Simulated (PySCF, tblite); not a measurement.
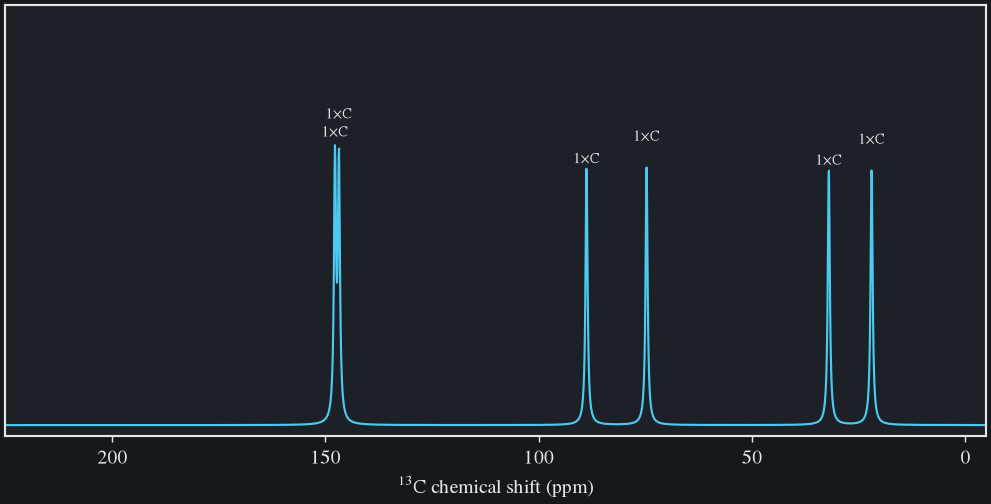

GIAO shifts, PBE0/pcSseg-1, PySCF 2.14.0, at a GFN2-xTB geometry (a minimum by its frequencies), against TMS for ¹³C computed at the same level. Gas phase, fully decoupled, line heights follow the number of nuclei, widths are arbitrary (no quadrupolar broadening); values of one conformer, averaged over methyl-type rotors and exact or near symmetry; other conformers aren't averaged in.

> Which structure fits the spectrum?
A. C₆H₈BN, SMILES C#C[C@@H]1CN1BC=C
B. C₆H₉NSi, SMILES C#C[C@H]1[SiH2]CN1C=C
C. C₆H₉NSi, SMILES C#C[SiH2][C@H]1CN1C=C
D. C₄H₁₁NSi₄, SMILES N#C[Si@@]([SiH3])(C#C[SiH3])C[SiH3]

Option A. Its ¹³C signals: 147.7 (1 C), 146.8 (1 C), 88.7 (1 C), 74.7 (1 C), 31.9 (1 C), 21.9 (1 C) ppm.

Note: the tight-binding geometry is rougher than a DFT one and adds to the error.
